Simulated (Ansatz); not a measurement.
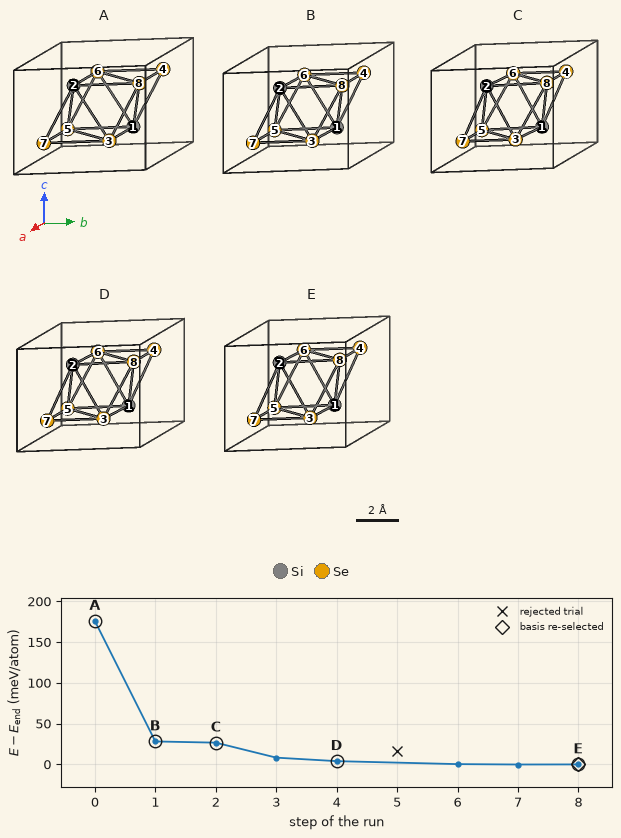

Frames of a relaxation of solid SiSe3 (built on the Ni3Sn (D0_19)_194 type) (coarse preliminary run), marked on the history of the run. Style: ball-and-stick. Shown: the cell of the calculation, slightly off an axis.

Case: Ni3Sn (D0_19) type (P6_3/mmc, No. 194).

All numbers below come from DFT r2SCAN, scalar-relativistic, plane waves, PAW in Ansatz 0.2.0. (plane-wave cutoff 500 eV; k-point mesh 3 × 3 × 4; occupations gaussian; smearing width 0.1 eV; no spin polarisation; cell and atoms relaxed; force threshold 0.04 eV/Å; at most 70 steps)

**Describe the path.**

The energy falls by 176 meV per atom in 6 accepted moves (8 points after the start). The largest force component goes from 0.65 to 0.019 eV/Å. Pressure: −8.26 GPa at the start and −0.06 GPa at the end. The line search rejected the trial step at point 5 of the run. The SCF was repeated once at an unchanged geometry on a basis and grid sized afresh for the cell, which shifted the energy by 0.1 meV per atom at most. The largest moves relative to the cell, 0.12 Å, are those of Se3, Se4, Se5, Se6, Se7 and Se8. Se4 goes along [1 −1 0]. Si stays in place. The drawn cell changes as follows: a = b 6.481 → 5.960 Å (−8.0 %), c 5.202 → 5.240 Å (+0.7 %); the volume changes by −14.8 %. Among the contacts that change: Se3–Se5 3.234 → 2.773 Å, Si1–Se3 3.240 → 2.982 Å, Si1–Se4 3.202 → 3.070 Å, Se3–Se5 (another image) 3.247 → 3.187 Å. The space group stays P6_3/mmc (No. 194). The run took 70 s on 1 thread of Intel(R) Xeon(R) 6975P-C (Granite Rapids), on a shared host, peak memory 0.92 GiB. From step 0 to 1: Se atoms move most (0.09 Å), volume −13.4 %, energy −148 meV per atom. From step 1 to 2: Se atoms move most (0.14 Å), volume −3.1 %, energy −1.5 meV per atom. From step 2 to 4: Se atoms move most (0.08 Å), volume +2.2 %, energy −22.7 meV per atom. From step 4 to 8: Se atoms move most (0.03 Å), volume −0.6 %, energy −4.0 meV per atom.
